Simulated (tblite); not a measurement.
# Geometry relaxation, with input and output: C4H6F2O2Si (part 4 of 4)

The same run, continued: C4H6F2O2Si; GFN2-xTB geometry optimisation, gas phase (tblite 0.8.0). It belongs to a series of runs on one base structure; here: constitutional isomer.

Geometry of the input (Å):
```
O  -1.5491  0.3335  1.6072
C  -1.5112  -0.4090  0.6268
C  -0.7131  0.0351  -0.5428
F  -1.5147  -0.0402  -1.6621
C  -0.1093  1.3851  -0.3258
O  0.7412  1.3401  0.7403
Si 1.4879  -0.2122  0.7296
C  0.4657  -0.9279  -0.6615
F  0.1118  -2.2422  -0.4677
H  -1.9978  -1.3630  0.6111
H  -0.8901  2.1624  -0.0931
H  0.3961  1.7626  -1.2625
H  2.8865  -0.1537  0.3284
H  1.2675  -0.8871  1.9998
H  0.9243  -0.7753  -1.6494
```

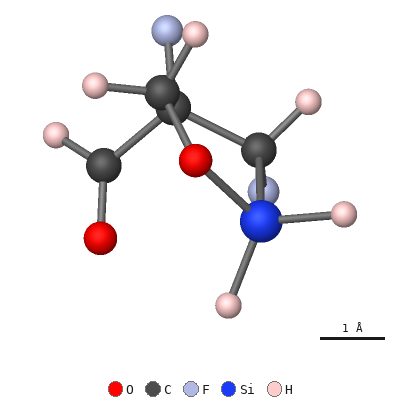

*The geometry at step 93 of the log (ball-and-stick view, seen at a tilt).*

## Trajectory as extended XYZ, continued
```
15
Properties=species:S:1:pos:R:3:forces:R:3 step=85 energy=-842.82279
O    -1.2182   -0.5688    1.6888    0.0410  -0.0020   0.0870
C    -1.6195   -0.3905    0.5770    0.0220  -0.0040  -0.0770
C    -0.6995   -0.0591   -0.5704    0.0190   0.0060  -0.0050
F    -1.3949   -0.0955   -1.7638   -0.0240  -0.0110   0.0040
C    -0.1657    1.3754   -0.3539    0.0410  -0.0110  -0.0170
O     0.8812    1.3446    0.5620    0.0010   0.0080   0.0130
Si    1.5996   -0.1140    0.7961    0.0130   0.0320  -0.0100
C     0.5204   -0.9737   -0.5531    0.0120   0.0140   0.0230
F     0.1602   -2.2792   -0.3013   -0.0060  -0.0030  -0.0010
H    -2.6868   -0.4151    0.3065   -0.0490  -0.0110  -0.0060
H    -0.9506    2.0435    0.0155    0.0060  -0.0350   0.0280
H     0.1847    1.7513   -1.3217    0.0200   0.0240  -0.0190
H     2.9697   -0.0296    0.2953   -0.0210   0.0030   0.0150
H     1.4286   -0.6063    2.1458   -0.0430  -0.0030  -0.0260
H     0.9862   -0.9750   -1.5446   -0.0300  -0.0070  -0.0100
15
Properties=species:S:1:pos:R:3:forces:R:3 step=87 energy=-842.82410
O    -1.2073   -0.5647    1.6872    0.0360   0.0000   0.0860
C    -1.6141   -0.3895    0.5767   -0.0060  -0.0100  -0.0460
C    -0.6982   -0.0581   -0.5736    0.0100   0.0020   0.0120
F    -1.4000   -0.0913   -1.7638    0.0090  -0.0290   0.0080
C    -0.1636    1.3758   -0.3573    0.0180  -0.0100   0.0010
O     0.8854    1.3468    0.5562   -0.0010   0.0180  -0.0100
Si    1.5998   -0.1123    0.7953   -0.0080   0.0110  -0.0160
C     0.5211   -0.9729   -0.5536   -0.0070   0.0070  -0.0110
F     0.1608   -2.2777   -0.2995   -0.0090  -0.0130   0.0080
H    -2.6841   -0.4195    0.3147   -0.0220  -0.0050  -0.0250
H    -0.9529    2.0334    0.0201    0.0150   0.0160   0.0110
H     0.1818    1.7568   -1.3255    0.0070   0.0180   0.0070
H     2.9740   -0.0320    0.3073   -0.0210   0.0070   0.0060
H     1.4094   -0.6096    2.1393   -0.0220  -0.0100   0.0070
H     0.9835   -0.9772   -1.5454    0.0030  -0.0040  -0.0400
15
Properties=species:S:1:pos:R:3:forces:R:3 step=89 energy=-842.82465
O    -1.2122   -0.5540    1.6873    0.0080  -0.0010   0.0360
C    -1.6157   -0.3929    0.5729    0.0080   0.0070   0.0100
C    -0.6969   -0.0544   -0.5733    0.0020   0.0010   0.0070
F    -1.3953   -0.0847   -1.7658    0.0080  -0.0310   0.0090
C    -0.1606    1.3784   -0.3543   -0.0100   0.0070   0.0040
O     0.8913    1.3495    0.5552    0.0110   0.0070  -0.0150
Si    1.6036   -0.1101    0.7912   -0.0160  -0.0070   0.0010
C     0.5194   -0.9730   -0.5522    0.0020  -0.0050  -0.0200
F     0.1551   -2.2747   -0.2841   -0.0060  -0.0040   0.0000
H    -2.6838   -0.4430    0.3047   -0.0070  -0.0050  -0.0210
H    -0.9477    2.0341    0.0310    0.0030   0.0200  -0.0050
H     0.1803    1.7636   -1.3226    0.0030   0.0130   0.0130
H     2.9762   -0.0280    0.3027   -0.0050   0.0010   0.0020
H     1.4070   -0.6138    2.1327   -0.0120  -0.0050   0.0020
H     0.9749   -0.9890   -1.5473    0.0100   0.0010  -0.0240
15
Properties=species:S:1:pos:R:3:forces:R:3 step=91 energy=-842.82502
O    -1.2112   -0.5514    1.6895   -0.0130   0.0060   0.0020
C    -1.6147   -0.3937    0.5741    0.0170   0.0030   0.0200
C    -0.6964   -0.0530   -0.5723    0.0010  -0.0010  -0.0020
F    -1.3949   -0.0855   -1.7644   -0.0050  -0.0180   0.0030
C    -0.1603    1.3801   -0.3540   -0.0040   0.0100   0.0000
O     0.8934    1.3513    0.5536    0.0100  -0.0090  -0.0060
Si    1.6027   -0.1097    0.7904   -0.0050  -0.0110   0.0020
C     0.5193   -0.9726   -0.5544    0.0130  -0.0080   0.0000
F     0.1532   -2.2734   -0.2806    0.0030   0.0110  -0.0150
H    -2.6824   -0.4505    0.3029    0.0090  -0.0030  -0.0060
H    -0.9455    2.0381    0.0316   -0.0010   0.0050  -0.0030
H     0.1807    1.7653   -1.3221    0.0000   0.0110   0.0040
H     2.9765   -0.0257    0.3055   -0.0080  -0.0010   0.0020
H     1.4028   -0.6192    2.1300   -0.0090   0.0040  -0.0100
H     0.9725   -0.9920   -1.5515   -0.0050   0.0030   0.0100
15
Properties=species:S:1:pos:R:3:forces:R:3 step=93 energy=-842.82535
O    -1.2103   -0.5480    1.6937    0.0040   0.0120   0.0220
C    -1.6123   -0.3919    0.5780    0.0090  -0.0200  -0.0220
C    -0.6957   -0.0528   -0.5710    0.0010  -0.0020  -0.0040
F    -1.3987   -0.0908   -1.7602   -0.0060   0.0000  -0.0030
C    -0.1599    1.3809   -0.3558    0.0050   0.0010  -0.0010
O     0.8973    1.3523    0.5481    0.0030  -0.0110   0.0010
Si    1.6013   -0.1106    0.7901    0.0030  -0.0070  -0.0010
C     0.5207   -0.9719   -0.5576    0.0020   0.0010   0.0120
F     0.1542   -2.2728   -0.2858    0.0070   0.0040  -0.0160
H    -2.6791   -0.4539    0.3047    0.0030   0.0040  -0.0020
H    -0.9445    2.0381    0.0318   -0.0020   0.0090   0.0020
H     0.1796    1.7677   -1.3236   -0.0080   0.0050  -0.0080
H     2.9778   -0.0282    0.3139   -0.0060  -0.0010  -0.0020
H     1.3922   -0.6214    2.1274   -0.0040   0.0010   0.0000
H     0.9729   -0.9886   -1.5555   -0.0110   0.0020   0.0220
15
Properties=species:S:1:pos:R:3:forces:R:3 step=95 energy=-842.82545
O    -1.2108   -0.5454    1.6954    0.0180   0.0100   0.0330
C    -1.6114   -0.3913    0.5792    0.0000  -0.0190  -0.0330
C    -0.6955   -0.0533   -0.5708   -0.0020   0.0000   0.0010
F    -1.4006   -0.0931   -1.7588    0.0020   0.0040  -0.0010
C    -0.1595    1.3805   -0.3565   -0.0010  -0.0020   0.0000
O     0.8987    1.3514    0.5462    0.0040   0.0000   0.0000
Si    1.6011   -0.1116    0.7900    0.0010  -0.0030   0.0030
C     0.5214   -0.9716   -0.5580   -0.0070   0.0030   0.0060
F     0.1557   -2.2733   -0.2907    0.0030  -0.0080  -0.0060
H    -2.6778   -0.4543    0.3057   -0.0060   0.0040  -0.0070
H    -0.9438    2.0369    0.0330   -0.0020   0.0120   0.0000
H     0.1787    1.7684   -1.3243   -0.0090   0.0020  -0.0070
H     2.9778   -0.0304    0.3159    0.0030  -0.0010  -0.0050
H     1.3881   -0.6195    2.1273   -0.0010  -0.0060   0.0110
H     0.9736   -0.9854   -1.5554   -0.0010   0.0030   0.0050
15
Properties=species:S:1:pos:R:3:forces:R:3 step=97 energy=-842.82554
O    -1.2104   -0.5423    1.6964    0.0130   0.0020   0.0160
C    -1.6107   -0.3922    0.5793   -0.0020   0.0030  -0.0120
C    -0.6955   -0.0537   -0.5706   -0.0030   0.0010   0.0020
F    -1.4010   -0.0940   -1.7584    0.0040   0.0050  -0.0010
C    -0.1594    1.3805   -0.3565   -0.0060  -0.0020   0.0000
O     0.8995    1.3509    0.5451    0.0070   0.0060  -0.0020
Si    1.6009   -0.1124    0.7902   -0.0020   0.0000   0.0080
C     0.5214   -0.9715   -0.5579   -0.0040  -0.0020  -0.0010
F     0.1570   -2.2740   -0.2939   -0.0040  -0.0100   0.0020
H    -2.6770   -0.4556    0.3056   -0.0090  -0.0040  -0.0060
H    -0.9426    2.0377    0.0344   -0.0040   0.0030  -0.0020
H     0.1770    1.7690   -1.3247   -0.0050  -0.0020  -0.0050
H     2.9776   -0.0321    0.3160    0.0050  -0.0020  -0.0030
H     1.3854   -0.6185    2.1279    0.0030  -0.0070   0.0090
H     0.9735   -0.9838   -1.5550    0.0070   0.0070  -0.0070
15
Properties=species:S:1:pos:R:3:forces:R:3 step=99 energy=-842.82558
O    -1.2101   -0.5402    1.6967    0.0020  -0.0010   0.0020
C    -1.6106   -0.3929    0.5791    0.0030   0.0120   0.0040
C    -0.6956   -0.0535   -0.5703    0.0010   0.0000  -0.0020
F    -1.4005   -0.0936   -1.7583    0.0000   0.0050  -0.0040
C    -0.1597    1.3809   -0.3562    0.0000  -0.0030   0.0000
O     0.9010    1.3513    0.5436    0.0050   0.0020  -0.0020
Si    1.6011   -0.1124    0.7904   -0.0020  -0.0010   0.0040
C     0.5212   -0.9716   -0.5579    0.0020  -0.0020  -0.0010
F     0.1571   -2.2744   -0.2937   -0.0050   0.0000   0.0010
H    -2.6767   -0.4579    0.3046   -0.0080  -0.0080  -0.0010
H    -0.9422    2.0386    0.0357   -0.0040  -0.0030   0.0010
H     0.1749    1.7700   -1.3249   -0.0020  -0.0040  -0.0050
H     2.9781   -0.0334    0.3161   -0.0020  -0.0010   0.0010
H     1.3843   -0.6191    2.1281    0.0050  -0.0030   0.0030
H     0.9732   -0.9839   -1.5552    0.0050   0.0070  -0.0010
15
Properties=species:S:1:pos:R:3:forces:R:3 step=101 energy=-842.82562
O    -1.2109   -0.5372    1.6971   -0.0020   0.0000   0.0000
C    -1.6109   -0.3926    0.5789    0.0030   0.0040   0.0050
C    -0.6954   -0.0531   -0.5700    0.0030   0.0000  -0.0040
F    -1.3998   -0.0926   -1.7584   -0.0020   0.0010  -0.0050
C    -0.1598    1.3813   -0.3559    0.0060  -0.0030  -0.0010
O     0.9040    1.3520    0.5405    0.0000  -0.0020  -0.0030
Si    1.6016   -0.1125    0.7906   -0.0010  -0.0010  -0.0030
C     0.5212   -0.9718   -0.5576    0.0030   0.0020   0.0000
F     0.1567   -2.2747   -0.2933   -0.0020   0.0090  -0.0030
H    -2.6764   -0.4618    0.3031   -0.0050  -0.0050   0.0030
H    -0.9418    2.0381    0.0385   -0.0010  -0.0040   0.0030
H     0.1713    1.7714   -1.3255    0.0010  -0.0040  -0.0030
H     2.9792   -0.0358    0.3168   -0.0080  -0.0010   0.0040
H     1.3834   -0.6192    2.1283    0.0050   0.0000   0.0000
H     0.9734   -0.9835   -1.5551    0.0010   0.0030   0.0060
```

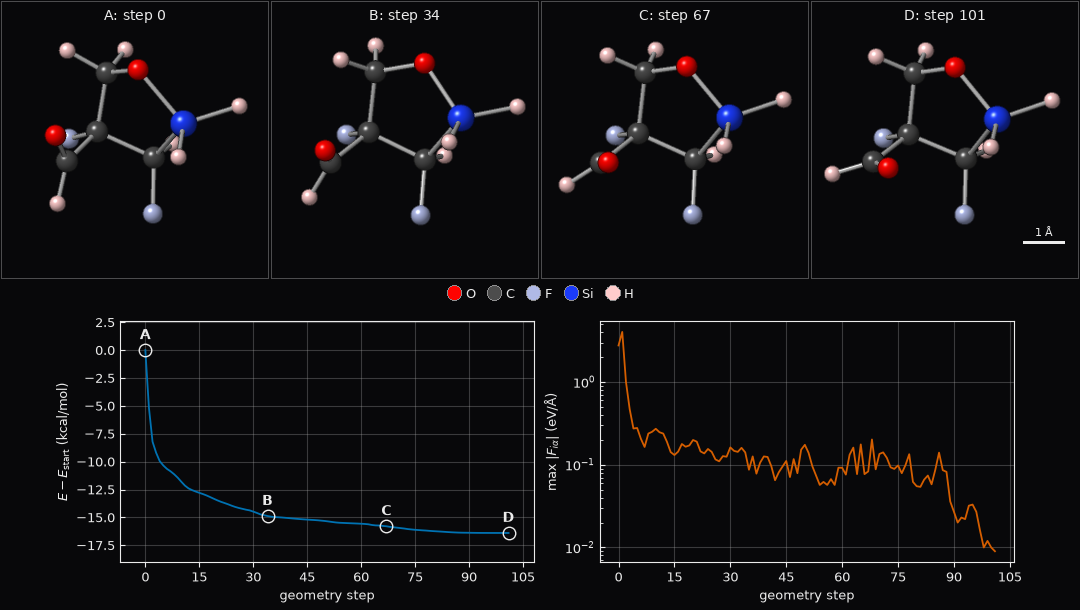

*Frames of the relaxation (ball-and-stick view, seen at a tilt) above the curves, on which the letters mark them (steps are counted from 0).*

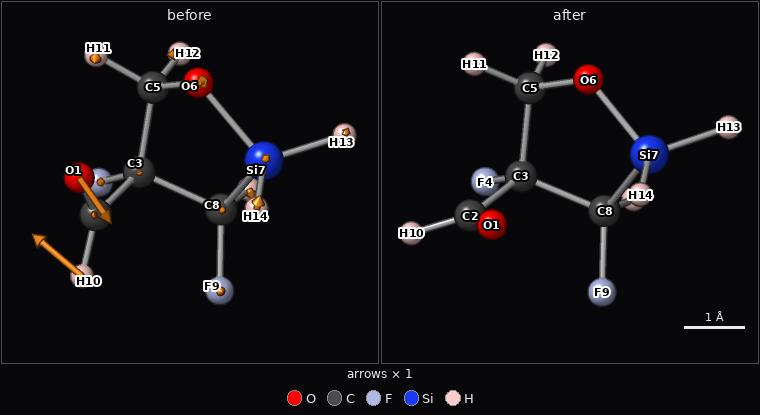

*Before (left) and after (right) the relaxation, at one scale (ball-and-stick view, seen at a tilt). The orange arrows give the displacements, at true length.*

The largest move after the best rigid fit is that of H10, 1.16 Å. By element the largest moves are H 1.16 Å, O 0.97 Å, Si 0.15 Å, F 0.14 Å, C 0.11 Å. Distances before and after: O6–Si7 1.723 → 1.641 Å, Si7–C8 1.869 → 1.930 Å, C3–C5 1.495 → 1.546 Å, O1–C2 1.230 → 1.196 Å. Among the angles that change: C5–O6–Si7 107.2° → 116.2°, C3–C2–H10 120.0° → 114.2°, F9–C8–H15 111.5° → 105.9°. Over 101 geometry steps the energy falls by 16.4 kcal/mol. Largest force component: 2.8 eV/Å at the start, 0.009 eV/Å at the end. (Atoms are counted from 1 in the order of the input.)

## Summary

- outcome: converged
- total energy: −842.8256 eV
- hardware: 1 CPU thread, shared host
- wall time: 1.3 s
- peak memory: 0.18 GiB
